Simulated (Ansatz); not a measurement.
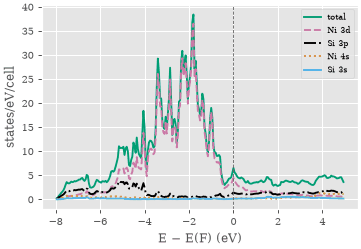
Fig. 1. Total and projected density of states of SiNi2 in space group Pnma (No. 62; Si on 4c, Ni on 4c, Ni on 4c), r²SCAN (plane waves, PAW; program Ansatz)

**Question.** Which orbitals carry the states next to the Fermi level?

**Answer.** Within 0.5 eV of the Fermi level: Ni 3d 67 %, Si 3p 22 %. Projections are on Löwdin-orthogonalised atomic valence shells; empty p or d shells of many metals are not among them.

**Question.** Where is the tallest occupied peak in this window, and what makes it?

**Answer.** Near -1.8 eV, about 38 states/eV per cell; the largest projected share is Ni 3d.

The r²SCAN relaxation kept the symmetry of its start; of distortions, only those at the zone centre were tested. No spin polarisation was allowed.

Potentials: the earlier of the program's two PAW sets.
